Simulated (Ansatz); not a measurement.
# C₃H₆Si: geometry optimisation

The runs use Ansatz 0.2.0; RKS r2SCAN0-D4/def2-SVP.

### Step 1. Starting geometry

SMILES `C1=C[SiH2]C1`, 10 atoms, charge 0, spin multiplicity 1.

Atoms are counted from 1 here; the program's logs count them from 0.

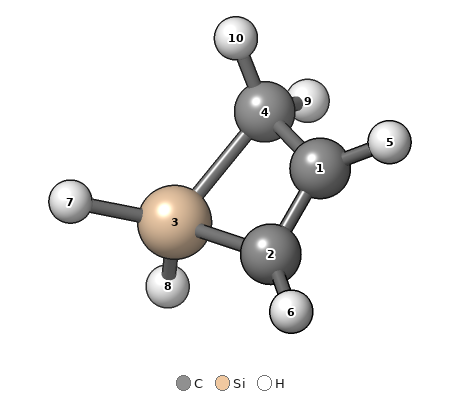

Start geometry, drawn with carbon grey, silicon light orange, hydrogen white; atoms are numbered from 1 in the order of the file.

Geometry (Å):

```tsv
atom	x (Å)	y (Å)	z (Å)
C1	-0.75068	0.80962	-0.27029
C2	-1.12365	-0.48598	-0.46238
Si3	0.53871	-1.07949	0.17150
C4	0.66730	0.83734	0.28996
H5	-1.35840	1.71445	-0.47874
H6	-2.08520	-0.84945	-0.85417
H7	1.46346	-1.77028	-0.79939
H8	0.57150	-1.85094	1.46722
H9	0.75085	1.28187	1.30453
H10	1.40920	1.34156	-0.36523
```

### Step 2. Relaxation

The input, input.yaml:

```yaml
crystal:
  periodic: [false, false, false]
  atoms:
    - { symbol: C, position_ang: [-0.750684, 0.809623, -0.270293] }
    - { symbol: C, position_ang: [-1.123645, -0.485977, -0.462382] }
    - { symbol: Si, position_ang: [0.53871, -1.079494, 0.171496] }
    - { symbol: C, position_ang: [0.667298, 0.837337, 0.28996] }
    - { symbol: H, position_ang: [-1.358401, 1.714446, -0.478738] }
    - { symbol: H, position_ang: [-2.085197, -0.84945, -0.85417] }
    - { symbol: H, position_ang: [1.463462, -1.770278, -0.799394] }
    - { symbol: H, position_ang: [0.571499, -1.850936, 1.467219] }
    - { symbol: H, position_ang: [0.750854, 1.281872, 1.304531] }
    - { symbol: H, position_ang: [1.409203, 1.341557, -0.365229] }
basis:
  gaussian: { orbitals: def2-SVP }
hamiltonian:
  xc: { name: r2SCAN0 }
  dispersion: d4
output:
  forces: true
relax:
  f_tol: 0.003
  max_steps: 120
```

The run is started by

```bash
> ansatz run input.yaml --threads 1 --pin off --max-ram 2560MiB --backend cpu --events-out ev --progress --plain --runs-dir out
```

What time and memory should one allow on 1 thread of Arm Neoverse V2, shared host?

About 29 s, with a peak of 0.19 GiB.
